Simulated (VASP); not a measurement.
Band structure of MgTe (wurtzite). All values below come from AM05 GGA, VASP's PBE PAW potentials (set 64) (plane waves; VASP 6.6.1).

Unless said otherwise, spin-orbit coupling is left out, though it shifts the bands of the heavy elements here.

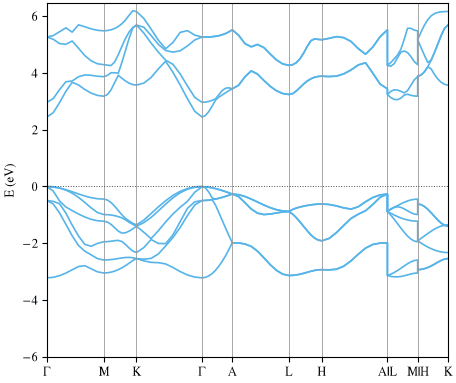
Fig. 1. Bands along high-symmetry lines, zero at the valence-band maximum or, without a gap, the Fermi level

Question: Read the plot: is there a gap, and where are the band edges?

Answer: The gap is direct, 2.44 eV, from the valence maximum at Γ to the conduction minimum at Γ. (Edges off the drawn lines would not show.)

The compound is MgTe in the wurtzite structure. It was relaxed first.
